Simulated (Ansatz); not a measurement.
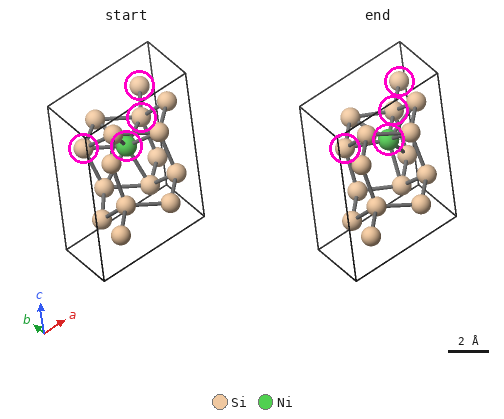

The two relaxed end points of a path for a defect cell of composition Si₁₆Ni (17 atoms in the cell). A ball-and-stick model of the reduced simulation cell (origin moved), seen slightly off an axis. The atoms that move most are ringed. Lengths and directions refer to the drawn axes. Bonds to atoms that aren't drawn are left out.

Computed with DFT LDA, scalar-relativistic, plane waves, PAW (Ansatz 0.2.0).

Input file:
```yaml
crystal:
  lattice:
    - [0.0, 5.401942273, -5.401942273]
    - [5.401942273, 5.401942273, 0.0]
    - [5.401942273, 0.0, -5.401942273]
  atoms:
    - { symbol: Si, position: [0.1179417082, 0.1219206246, 0.1217875354] }
    - { symbol: Si, position: [0.1180449265, 0.6453996335, 0.1219227656] }
    - { symbol: Si, position: [0.5599375474, 0.1486877688, 0.1498217542] }
    - { symbol: Si, position: [0.6351631714, 0.6240547972, 0.1238338198] }
    - { symbol: Si, position: [0.1183408663, 0.1206434835, 0.6477941798] }
    - { symbol: Si, position: [0.1316591337, 0.6254289536, 0.6249295799] }
    - { symbol: Si, position: [0.6355040113, 0.1237164429, 0.6245132208] }
    - { symbol: Si, position: [0.6356112386, 0.6235502224, 0.624497454] }
    - { symbol: Si, position: [0.2605160882, 0.7481397504, 0.2504372653] }
    - { symbol: Si, position: [0.1886110103, 0.2720726619, 0.2743856836] }
    - { symbol: Si, position: [0.7331457649, 0.7724078318, 0.2510598488] }
    - { symbol: Si, position: [0.7331409797, 0.2505087555, 0.2510236557] }
    - { symbol: Si, position: [0.2610338549, 0.7470684319, 0.7483326036] }
    - { symbol: Si, position: [0.2609348019, 0.2510652904, 0.7482522224] }
    - { symbol: Si, position: [0.7573140447, 0.7499728514, 0.7500704201] }
    - { symbol: Si, position: [0.7334609739, 0.2500271486, 0.7738438619] }
    - { symbol: Ni, position: [-0.0804124786, 0.0281975809, 0.03079594] }
basis:
  ecutwfc: 420
  xc_grid: 2
kpoints:
  mp_grid: { grid: [3, 3, 3], shift: [0.0, 0.0, 0.0] }
hamiltonian:
  xc: lda
scf:
  occupations: { method: gaussian, width: 0.02 }
output:
  forces: true
neb:
  images: 3
  f_tol: 0.05
  max_iterations: 70
  order_check: false
  final_atoms:
    - { symbol: Si, position: [0.1415529296, 0.1498217542, 0.1486877688] }
    - { symbol: Si, position: [0.1132214704, 0.6477941798, 0.1206434835] }
    - { symbol: Si, position: [0.6383501318, 0.1217875354, 0.1219206246] }
    - { symbol: Si, position: [0.616266325, 0.6245132208, 0.1237164429] }
    - { symbol: Si, position: [0.1146326744, 0.1219227656, 0.6453996335] }
    - { symbol: Si, position: [0.1163410849, 0.624497454, 0.6235502224] }
    - { symbol: Si, position: [0.6169482116, 0.1238338198, 0.6240547972] }
    - { symbol: Si, position: [0.6179823328, 0.6249295799, 0.6254289536] }
    - { symbol: Si, position: [0.2426680156, 0.7738438619, 0.2500271486] }
    - { symbol: Si, position: [0.2649306442, 0.2743856836, 0.2720726619] }
    - { symbol: Si, position: [0.7397476852, 0.7482522224, 0.2510652904] }
    - { symbol: Si, position: [0.7653266091, 0.2510236557, 0.2505087555] }
    - { symbol: Si, position: [0.2435651096, 0.7483326036, 0.7470684319] }
    - { symbol: Si, position: [0.2433865546, 0.2510598488, 0.7724078318] }
    - { symbol: Si, position: [0.7426426837, 0.7500704201, 0.7499728514] }
    - { symbol: Si, position: [0.740906896, 0.2504372653, 0.7481397504] }
    - { symbol: Ni, position: [0.0214189576, 0.03079594, 0.0281975809] }
```

Command:
```bash
ansatz run input.yaml --threads 4 --pin off --max-ram 10240MiB --backend cpu --events-out ev --progress --plain --runs-dir out
```

Q: Predict the minimum-energy path and its barrier.

A: The two ends have the same energy, and the highest point, image 2, lies 0.067 eV above the start. The Ni atom travels furthest, 0.78 Å from end to end, along +a, on a straight line. It doesn't move alone: Si (0.49 Å), Si (0.49 Å), Si (0.58 Å) move with it. The band converged in 4 iterations. The largest component of the band force went from 0.2 to 0.015 eV/Å. The climbing image converged on the top of the path. Its curvatures weren't checked.

Energies of the converged images:

| image | path (Å) | E (eV) |
| --- | --- | --- |
| 0 | 0.00 | 0.000 |
| 1 | 0.34 | 0.028 |
| 2 | 0.68 | 0.067 |
| 3 | 1.02 | 0.028 |
| 4 | 1.37 | 0.000 |

The geometry at the top of the path:

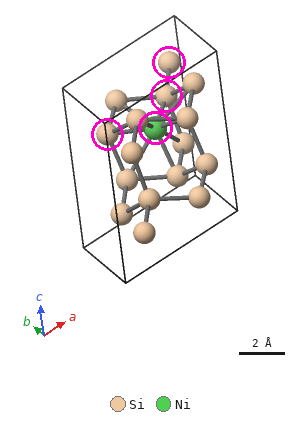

Limits of the set-up: the periodic images lie only 7.6 Å apart, so the values are limited by the cell's size.

Cost: 2 min on 4 threads of Arm Neoverse V1, with other jobs on the host, peak memory 1.4 GiB.
